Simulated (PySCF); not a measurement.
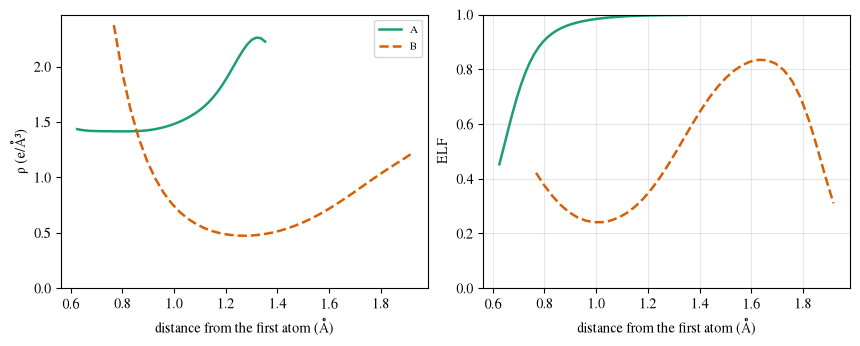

*BiH3S3. Electron density and electron localisation function along straight lines between neighbouring atoms. The curves leave out the atomic cores.*

Core potentials replace the inner electrons of Bi.

Theory: RKS PBE0, Bi def2-SVP with ECP60, S def2-SVP, H def2-SVP; non-relativistic Hamiltonian with scalar-relativistic core potentials where named; density fitting in PySCF.

| atom | x (Å) | y (Å) | z (Å) |
| --- | --- | --- | --- |
| Bi | 0.0000 | 0.0000 | -0.3083 |
| S | 2.1750 | -0.3135 | 1.0005 |
| H | 1.8373 | 0.6880 | 1.8445 |
| S | -0.8160 | 2.0403 | 1.0005 |
| H | -1.5145 | 1.2471 | 1.8445 |
| S | -1.3590 | -1.7268 | 1.0005 |
| H | -0.3228 | -1.9352 | 1.8445 |

> Which curve belongs to which contact (Bi–S and S–H)? The first atom named is at distance zero.

Curve A: S–H (1.35 Å): ρ at the midpoint is about 1.4 e/Å³; the ELF climbs to about 1 towards the hydrogen, as it does in any bond to H. Curve B: Bi–S (2.56 Å): the density is about 0.47 e/Å³ at the midpoint; the ELF peaks at about 0.85 in the valence shell of S, 0.9 Å from its nucleus, and drops to about 0.25 between the two atoms.
